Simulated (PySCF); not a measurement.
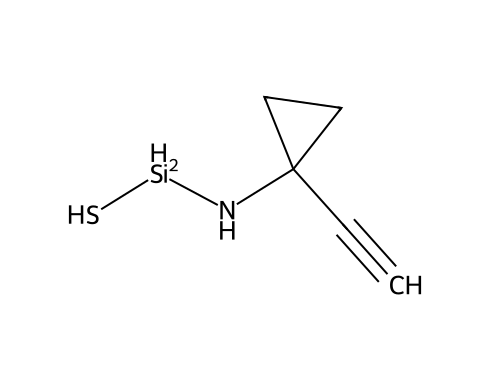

Source: calculation with PySCF.

Write the SMILES.

C#CC1(N[SiH2]S)CC1

What is the molecular formula?

C5H9NSSi.

An optimisation with GFN2-xTB gave a structure of which point group?

C1. Other conformers may differ.
